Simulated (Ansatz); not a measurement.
# One shape, several levels: quartet BH2

Aim: a comparison of 6 runs (UHF/3-21G, UB2PLYP/3-21G, USVWN5/6-311G**, UMP2/6-311G**, UCCSDT/3-21G, UBCCD(T)/6-311G**) of quartet BH2. 

The calculation is run with Ansatz 0.2.0.

58 further runs of the same task are left out: 58 set aside as unsound or not needed.

### 1 The molecule

BH2 has 3 atoms, charge 0, and is taken as a quartet. As SMILES of the parent species, `[BH2]`. The coordinates come from a GFN2-xTB relaxation. That shape belongs to the parent species and isn't relaxed for this state.

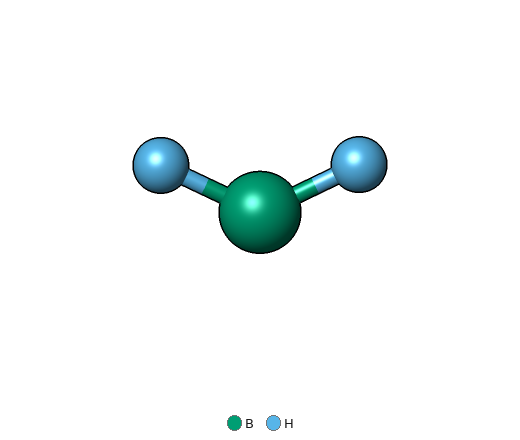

Viewed from a chosen angle; boron teal, hydrogen blue.

### 2 A single-point energy at UHF/3-21G (run 1)

Contents of input.yaml:

```yaml
crystal:
  periodic: [false, false, false]
  atoms:
    - symbol: B
      position_ang: [0.262840, -0.166230, 0.128640]
    - symbol: H
      position_ang: [0.280020, 0.985320, 0.260980]
    - symbol: H
      position_ang: [-0.542860, -0.819090, -0.389630]
basis:
  gaussian:
    orbitals: 3-21G.json
accuracy: high
magnetization:
  spin_polarized: true
  initial_magnetization: 3
hamiltonian:
  xc: hf
```

The basis set 3-21G is read from a file made from the Basis Set Exchange's data (not shown).

Launch:

```console
$ ansatz run input.yaml --threads 1 --pin off --max-ram 2610MiB --events-out events.jsonl --progress --plain --runs-dir runs
```

The program printed:

```text
Warning: RAYON_NUM_THREADS=1 ignored (pool sized by the plan → 1); use --threads N
Functional definition: HF
  name "HF"
  exchange = exact_x
  correlation = 0
250 factors; integrals over basis functions are off by at most 1.0e-8 eV
mean field evaluation 1: about -690.5906 eV, gradient 7.7e0 eV
mean field evaluation 2: about -690.5970 eV, gradient 7.7e0 eV
mean field evaluation 4: about -691.2610 eV, gradient 6.1e-1 eV
mean field evaluation 8: about -691.2681 eV, gradient 3.3e-4 eV
mean field evaluation 16: about -690.9323 eV, gradient 1.7e0 eV
mean field evaluation 32: about -691.2072 eV, gradient 6.7e-1 eV
mean field -691.26806050 eV, -25.4036326649 hartree, gradient 2.4e-8 eV, S^2 3.757218; 0 other end points of the search recorded, 0 dependent functions left out
reference -691.26806050 eV, -25.4036326649 hartree; 5, 2 occupied and 8, 11 virtual orbitals, 250 factors
Total energy: -691.26806050 eV, -25.4036326649 hartree
```

Wall time 0.08 s (1 thread of Arm Neoverse V1, shared host).

### 3 The energy at UB2PLYP/3-21G (run 2)

Contents of job.yaml:

```yaml
crystal:
  periodic: [false, false, false]
  atoms:
    - {symbol: B, position_ang: [0.262840, -0.166230, 0.128640]}
    - {symbol: H, position_ang: [0.280020, 0.985320, 0.260980]}
    - {symbol: H, position_ang: [-0.542860, -0.819090, -0.389630]}
basis:
  gaussian: {orbitals: 3-21G.json}
hamiltonian: {xc: {name: B2PLYP}}
accuracy: high
magnetization: {spin_polarized: true, initial_magnetization: 3}
correlation: {frozen_orbitals: {B: 1, H: 0}}
```

The basis set 3-21G is read from a file made from the Basis Set Exchange's data (not shown).

Launch:

```console
$ ansatz run job.yaml --threads 1 --pin off --max-ram 2610MiB --events-out events.jsonl --progress --plain --runs-dir runs
```

The program printed, shortened:

```text
Warning: RAYON_NUM_THREADS=1 ignored (pool sized by the plan → 1); use --threads N
Functional definition: B2PLYP
  name "B2PLYP"
[...]
250 factors; integrals over basis functions are off by at most 1.0e-8 eV
[...]
mean field -694.24253134 eV, -25.5129424521 hartree, gradient 7.7e-8 eV, S^2 3.753472; 0 other end points of the search recorded, 0 dependent functions left out
1 core orbitals not correlated: weight in the atoms' cores, before any rotation towards them, 1.000 or more for the frozen orbitals, at most 0.000 for the correlated occupied ones
reference -694.24254711 eV, -25.5129430319 hartree; 4, 1 occupied and 8, 11 virtual orbitals, 250 factors
second order -1.18725976 eV of doubles, -0.00000000 eV of singles
Total energy: -694.56310725 eV, -25.5247233995 hartree
```

It took 0.68 s on 1 thread of Arm Neoverse V1, shared host; peak memory 0.092 GiB.

Run 3 isn't shown in full; the table further down has it.

### 4 The energy at UMP2/6-311G(d,p) (run 4)

Contents of run.yaml:

```yaml
crystal:
  periodic: [false, false, false]
  atoms:
    - {symbol: B, position_ang: [0.262840, -0.166230, 0.128640]}
    - {symbol: H, position_ang: [0.280020, 0.985320, 0.260980]}
    - {symbol: H, position_ang: [-0.542860, -0.819090, -0.389630]}
basis:
  gaussian:
    orbitals: 6-311G_st__st_.json
magnetization:
  spin_polarized: true
  initial_magnetization: 3
correlation:
  method: mp2
  frozen_orbitals: {B: 1, H: 0}
accuracy: high
```

The basis set 6-311G** is read from a file made from the Basis Set Exchange's data (not shown).

Launch:

```console
$ ansatz run run.yaml --threads 1 --pin off --max-ram 2610MiB --events-out events.jsonl --progress --plain --runs-dir runs
```

The program printed:

```text
Warning: RAYON_NUM_THREADS=1 ignored (pool sized by the plan → 1); use --threads N
[... 4 set-up lines as earlier in the session ...]
533 factors; integrals over basis functions are off by at most 6.2e-9 eV
mean field evaluation 1: about -694.8097 eV, gradient 7.7e0 eV
mean field evaluation 2: about -694.8116 eV, gradient 7.7e0 eV
mean field evaluation 4: about -695.4896 eV, gradient 8.2e-1 eV
mean field evaluation 8: about -695.5045 eV, gradient 9.5e-5 eV
mean field evaluation 16: about -695.4543 eV, gradient 5.6e-1 eV
mean field -695.50449082 eV, -25.5593186078 hartree, gradient 2.3e-8 eV, S^2 3.759904; 2 other end points of the search recorded, 0 dependent functions left out
1 core orbitals not correlated: weight in the atoms' cores, before any rotation towards them, 1.000 or more for the frozen orbitals, at most 0.000 for the correlated occupied ones
reference -695.50449082 eV, -25.5593186078 hartree; 4, 1 occupied and 25, 28 virtual orbitals, 533 factors
second order -1.80939215 eV of doubles, -0.00000000 eV of singles
Total energy: -697.31388298 eV, -25.6258125430 hartree
```

Wall time 0.18 s (1 thread of Arm Neoverse V1, shared host).

Run 5 isn't shown in full; the table further down has it.

### 5 A single-point energy at UBCCD(T)/6-311G(d,p) (run 6)

Contents of molecule.yaml:

```yaml
crystal:
  periodic: [false, false, false]
  atoms:
    - symbol: B
      position_ang: [0.262840, -0.166230, 0.128640]
    - symbol: H
      position_ang: [0.280020, 0.985320, 0.260980]
    - symbol: H
      position_ang: [-0.542860, -0.819090, -0.389630]
basis:
  gaussian:
    orbitals: 6-311G_st__st_.json
magnetization:
  spin_polarized: true
  initial_magnetization: 3
correlation:
  method: bccd_t
  frozen_orbitals: {B: 1, H: 0}
accuracy: high
scf:
  omitted_lower_state_checks: [cluster_reference, increment]
```

The basis set 6-311G** is read from a file made from the Basis Set Exchange's data (not shown).

Launch:

```console
$ ansatz run molecule.yaml --threads 1 --pin off --max-ram 2610MiB --events-out events.jsonl --progress --plain --runs-dir runs
```

The program printed, shortened:

```text
Warning: RAYON_NUM_THREADS=1 ignored (pool sized by the plan → 1); use --threads N
[... 2 set-up lines as earlier in the session ...]
[...]
533 factors; integrals over basis functions are off by at most 6.2e-9 eV
[...]
mean field -695.50449082 eV, -25.5593186078 hartree, gradient 2.3e-8 eV, S^2 3.759904; 2 other end points of the search recorded, 0 dependent functions left out
1 core orbitals not correlated: weight in the atoms' cores, before any rotation towards them, 1.000 or more for the frozen orbitals, at most 0.000 for the correlated occupied ones
reference -695.50449082 eV, -25.5593186078 hartree; 4, 1 occupied and 25, 28 virtual orbitals, 533 factors
second order -1.80939215 eV of doubles, -0.00000000 eV of singles
cycle   1  -2.17356465 eV  change   -3.6e-1 eV  update   4.9e-2
[...]
cycle  22  -2.33182186 eV  change  -9.5e-11 eV  update  1.6e-10
perturbative correction -0.05775116 eV, -0.0021223161 hartree
Total energy: -697.89406384 eV, -25.6471337967 hartree
Checks for a lower state left out: cluster_reference, increment
```

Run time: 0.87 s. Hardware: 1 thread of Arm Neoverse V1, shared host; peak memory 0.1 GiB.

### 6 Overview of the runs

| run | level | frozen core orbitals | energy (Eh) | ⟨S²⟩ | wall time |
| --- | --- | --- | --- | --- | --- |
| 1 | UHF/3-21G | – | -25.403633 | 3.757 | 0.08 s |
| 2 | UB2PLYP/3-21G | 1 | -25.524723 | 3.753 | 0.68 s |
| 3 | USVWN5/6-311G** | – | -25.421217 | 3.752 | 0.52 s |
| 4 | UMP2/6-311G** | 1 | -25.625813 | 3.760 | 0.18 s |
| 5 | UCCSDT/3-21G | 1 | -25.454805 | 3.757 | 0.67 s |
| 6 | UBCCD(T)/6-311G** | 1 | -25.647134 | 3.760 | 0.87 s |

### 7 What came out

| quantity | value |
| --- | --- |
| run 6: total energy | -25.64713 Eh |
| run 6: correlation energy (1 core orbital frozen) | -87.8 mEh |
| run 6: (T) correction | -2.12 mEh |
| run 6: ⟨S²⟩ of the reference determinant | 3.760 |

**Reading.** Totals of different functionals can't be ranked against each other. All runs together took 3 s, the longest 0.87 s.
